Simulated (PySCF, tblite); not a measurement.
**C₂H₁₂N₂Si₂: geometry, infrared bands and NMR shifts**

Wanted: the infrared bands and NMR shifts of C₂H₁₂N₂Si₂ (`CN[Si@@](C)(N)[SiH3]`), by calculation.

Programs: tblite 0.8.0 and PySCF 2.14.0, with density-fitted response routines of our own. Each step states its level of theory. These are calculated values for one molecule in the gas phase, unless marked as measured. Atoms are numbered from 0 throughout.

## 1. Starting geometry

18 atoms, charge 0, multiplicity 1; geometry from: force field or distance geometry start.

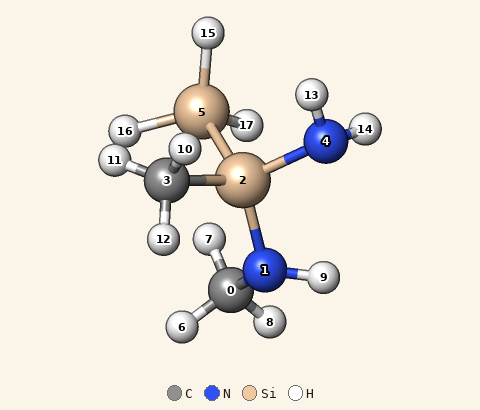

As it starts; carbon grey, nitrogen blue, silicon light orange, hydrogen white, atoms numbered.

## 2. Optimising the geometry with GFN2-xTB

The job: settings as JSON, then the geometry in Å.

```
{"job": {"kind": "relax", "xc": "GFN2-xTB", "basis": "xTB"}, "charge": 0, "multiplicity": 1}
C      2.083600    -0.781600    -0.260900
N      0.912200    -1.214500     0.484500
Si    -0.494400    -0.169500     0.286100
C     -1.728700    -0.855300    -0.965800
N     -1.291900    -0.043600     1.899400
Si     0.136200     1.829900    -0.468100
H      2.212900    -1.392400    -1.185200
H      1.932800     0.264300    -0.599000
H      3.016700    -0.922400     0.328900
H      1.188800    -1.308400     1.511500
H     -2.756800    -0.902000    -0.515000
H     -1.702700    -0.289000    -1.896100
H     -1.447000    -1.933100    -1.097900
H     -2.230800     0.362300     1.770500
H     -0.712400     0.534100     2.563300
H     -0.964700     2.771200    -0.184800
H      0.477400     1.795300    -1.904200
H      1.360000     2.261000     0.221000
```

On the command line:

```sh
$ OMP_NUM_THREADS=1 python probes_run.py task.json out
```

The driver reads the jobs from task.json and runs them one after another.

**Question.** This job is followed by: GFN2-xTB harmonic vibrations, gas phase; GIAO PBE0/pcSseg-1 NMR shielding, non-relativistic, gas phase. What will the session give for the following? strongest single infrared mode (GFN2-xTB); zero-point energy (GFN2-xTB); ¹³C shifts against TMS (PBE0/pcSseg-1); ¹H shifts against TMS (PBE0/pcSseg-1, means over atoms taken as alike); ¹⁵N shifts against NH3 (PBE0/pcSseg-1); ²⁹Si shifts against TMS (PBE0/pcSseg-1).

**Answer**, as computed:

```
                                                              quantity                             value
                             strongest single infrared mode (GFN2-xTB)              789 cm⁻¹, 615 km/mol
                                          zero-point energy (GFN2-xTB)                     87.7 kcal/mol
                                ¹³C shifts against TMS (PBE0/pcSseg-1)                     30.4, 4.4 ppm
¹H shifts against TMS (PBE0/pcSseg-1, means over atoms taken as alike)  3.24, 2.72, 0.15, 0.11, 0.08 ppm
                                ¹⁵N shifts against NH3 (PBE0/pcSseg-1)                    30.3, 23.2 ppm
                               ²⁹Si shifts against TMS (PBE0/pcSseg-1)                  -3.9, -127.1 ppm
```

In words: The optimisation took 142 steps and gained 0.834 eV; among the close pairs (by a distance rule), Si2–Si5 changed most, from 2.228 to 2.317 Å. No mode is imaginary among the 48: a minimum at this level. The strongest single mode, at 789 cm⁻¹, is spread over several atoms, H17, H16, H15, H12 among them. Unscaled tight-binding wavenumbers are off by several per cent, some by more. Its intensities can rank the bands wrongly. The most deshielded carbon is C0 (methyl carbon bonded to N), at 30.4 ppm: deshielded by the electronegative neighbour.
